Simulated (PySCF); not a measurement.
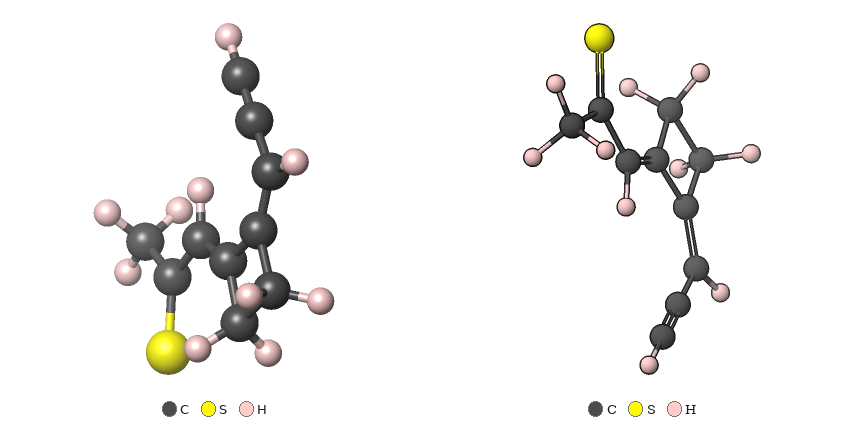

Both panels show the same species.

> What is the molecular formula?

C₁₀H₁₀S, 21 atoms: 10 carbon, 10 hydrogen and 1 sulfur.

> Name some functional groups or characteristic bonds that it holds.

Among them: alkene, alkyne.

> Does it have rings?

Independent rings (smallest set): 1 of 4 members.

> What is its SMILES?

C#C/C=C1/CC/C1=C\C(C)=S

The parts below concern this one geometry. Atoms keep their numbers from picture to picture. The geometry was computed by an optimisation with PBE0-D3(BJ)/def2-SVP. No frequency run is at hand to confirm it as a minimum.

## Electronic properties

No frequency run is at hand to confirm it as a minimum. Level of theory: PBE0/pcSseg-1 in benzene (IEF-PCM) (PySCF 2.14.0).

Computed properties:

- dipole moment: 3.42 D
- HOMO energy (Kohn–Sham orbital): −6.22 eV
- LUMO energy (Kohn–Sham orbital): −2.92 eV
- HOMO–LUMO gap: 3.30 eV

## Charges

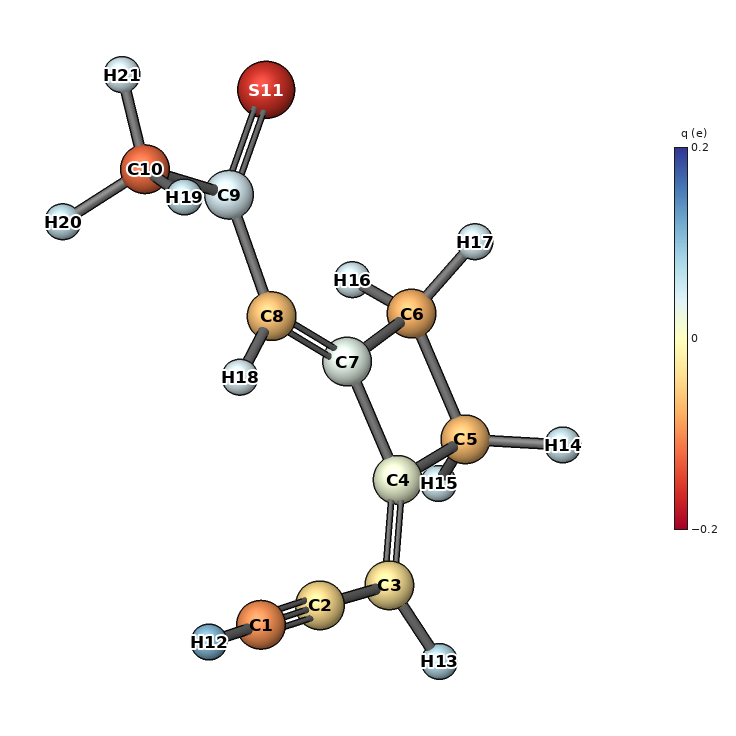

Atoms are coloured by their Hirshfeld charges. No frequency run is at hand to confirm it as a minimum. Properties computed with PBE0/pcSseg-1 in benzene (IEF-PCM) (PySCF 2.14.0).

Give the Hirshfeld charges atom by atom.

```
atom  value (e)
  C1      −0.10
  C2      −0.04
  C3      −0.03
  C4       0.02
  C5      −0.07
  C6      −0.07
  C7       0.03
  C8      −0.06
  C9       0.04
 C10      −0.12
 S11      −0.16
 H12       0.10
 H13       0.07
 H14       0.05
 H15       0.05
 H16       0.04
 H17       0.04
 H18       0.04
 H19       0.06
 H20       0.06
 H21       0.04
```

## Quadrupole coupling

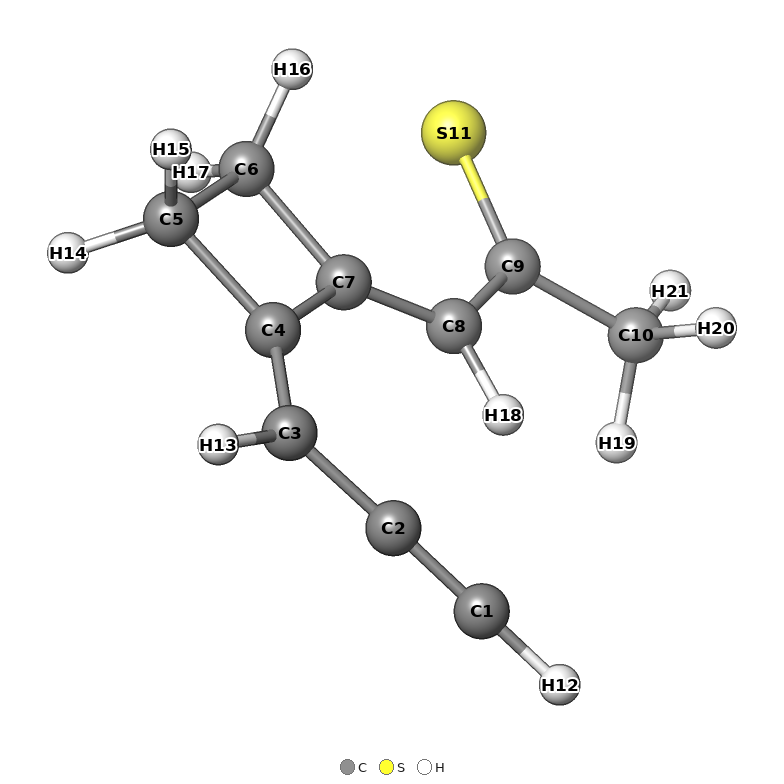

No frequency run is at hand to confirm it as a minimum. Electric field gradients from the ground-state density, PBE0/pcSseg-1 in benzene (IEF-PCM) (PySCF 2.14.0), non-relativistic apart from any core potentials.

Give the largest field-gradient component, the quadrupole coupling constant and the asymmetry for 33S at S11 (Q = −67.81 mb), 2H at H12 (Q = 2.86 mb), 2H at H13 (Q = 2.86 mb), 2H at H14 (Q = 2.86 mb), 2H at H15 (Q = 2.86 mb).

| atom | V_zz (a.u.) | e²qQ/h (MHz) | η |
| --- | --- | --- | --- |
| S11 | −2.809 | 44.8 | 0.02 |
| H12 | 0.340 | 0.228 | 0.00 |
| H13 | 0.295 | 0.198 | 0.08 |
| H14 | 0.289 | 0.194 | 0.00 |
| H15 | 0.289 | 0.194 | 0.00 |
